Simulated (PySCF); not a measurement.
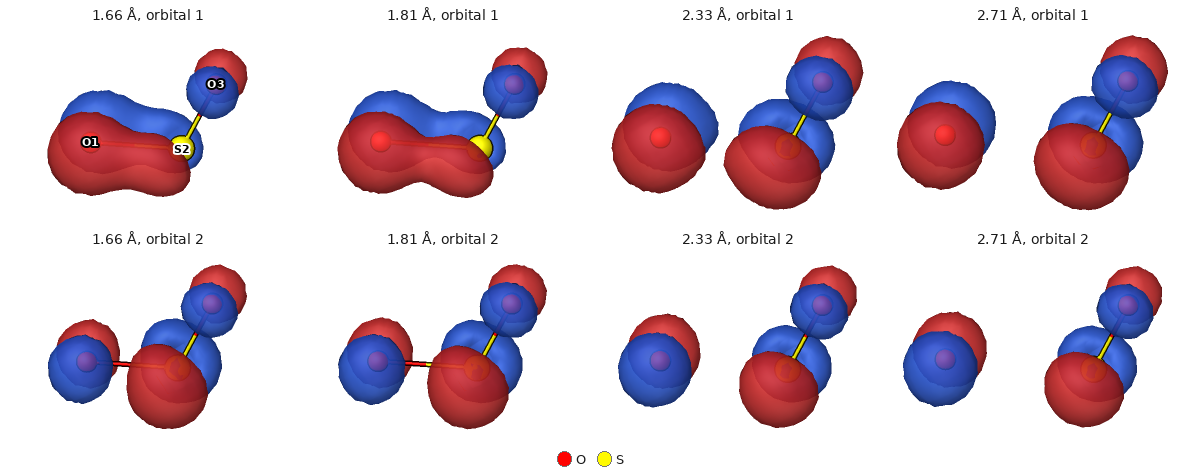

O₂S, SMILES `O=S=O`. Rigid stretch of the O1–S2 bond. The two CASSCF(4,4) natural orbitals nearest half filling (orbital 1 the more occupied).

Method: 6-31G* basis; geometry: GFN2-xTB; program: PySCF. No frequency check shows the geometry to be a minimum. GFN2-xTB bond lengths at metals and heavier atoms can be off by up to 0.1 Å and shapes distorted, which carries into these values.

How do the occupations change along the stretch?

1.66 Å: 1.86 and 0.14; 1.81 Å: 1.77 and 0.23; 2.33 Å: 1.31 and 0.69; 2.71 Å: 1.11 and 0.89. At the longest distance computed (4.21 Å) they are 1.00 and 1.00, and the effective number of unpaired electrons is 4.0.

UHF's ⟨S²⟩ passes 1 along the scan (up to 2.04), so it also polarises electrons outside the stretched bond; its energy lowering isn't due to that bond alone.

UHF already breaks spin symmetry near equilibrium here (⟨S²⟩ = 0.44 at 1.50 Å), for reasons apart from this bond.

How much energy does the stretch cost?

By CASSCF, 3.9 eV from the lowest point of the scan (1.50 Å) to 4.21 Å; RHF gives 15.3 eV from its own lowest point. The fragments aren't relaxed and dynamic correlation is missing, so this isn't a bond dissociation energy.
